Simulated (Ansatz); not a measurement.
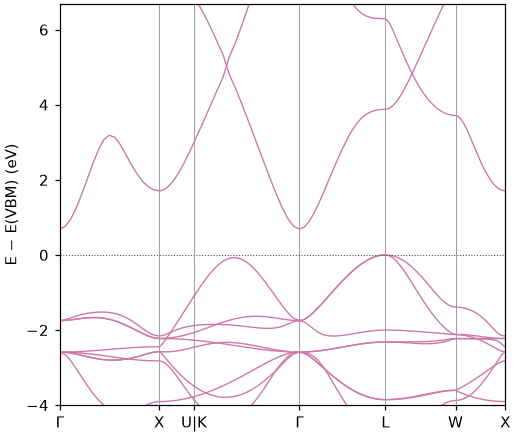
Band structure from plane-wave PAW PBE (Ansatz code)

**Question.** Read off the gap and where the band edges lie.

**Answer.** About 0.7 eV (0.69 eV by a search for the band edges); maximum at L, minimum at Γ.

**Question.** Which of these materials gives this?
A. BN, rock salt
B. SrTe, rock salt
C. AgBr, rock salt
D. YN, rock salt

**Answer.** C, AgBr, rock salt

Space group Fm-3m (rock salt). The cell was relaxed with PBE under the symmetry of its start. No spin polarisation was allowed. Scalar-relativistic: spin–orbit coupling is off unless named, which matters more the heavier the elements.

Potentials: the later of the program's two PAW sets.
